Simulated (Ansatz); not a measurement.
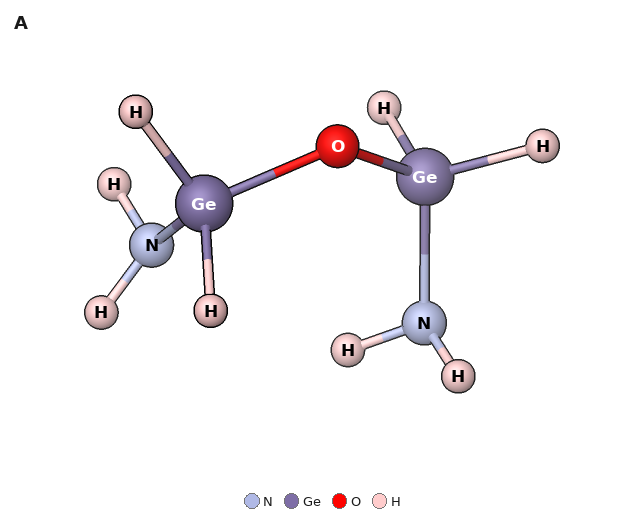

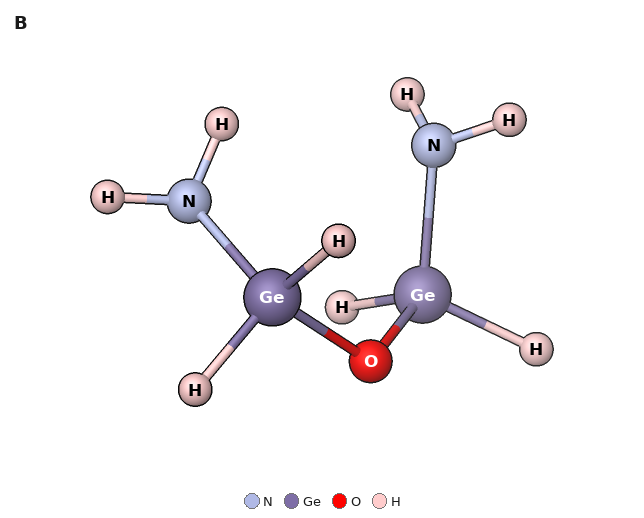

2 stationary structures of one formula. Geometries: PBE0-D4/def2-TZVP. Electronic energies: CCSD(T)/CBS (MP2 limit from def2-TZVPP and def2-QZVPP plus CCSD(T) − MP2) (Ansatz 0.2.0), without zero-point energy. No frequency run is at hand to confirm each as a minimum.

Are they conformers, stereoisomers or constitutional isomers?

They are conformers of Ge2H8N2O: `[NH2][GeH2][O][GeH2][NH2]`.

Rank them by energy, lowest first.

A is lowest; B lies 1.6 kJ/mol above it.

Give E(B) − E(A) in kJ/mol at these levels too: ωB97M-V/def2-TZVPP; B3LYP-D4/def2-TZVPP; PBE0-D4/def2-TZVPP; RHF-MP2 (frozen core)/def2-QZVPP; B2PLYP (frozen core)/def2-TZVPP; r2SCAN-D4/def2-TZVPP; RHF-CCSD(T) (frozen core)/def2-TZVPP; PBE-D4/def2-TZVPP.

```tsv
level	E(B) − E(A) (kJ/mol)
ωB97M-V/def2-TZVPP	+2.0
B3LYP-D4/def2-TZVPP	+2.4
PBE0-D4/def2-TZVPP	+2.5
RHF-MP2 (frozen core)/def2-QZVPP	+2.0
B2PLYP (frozen core)/def2-TZVPP	+2.9
r2SCAN-D4/def2-TZVPP	+2.3
RHF-CCSD(T) (frozen core)/def2-TZVPP	+2.0
PBE-D4/def2-TZVPP	+3.1
```
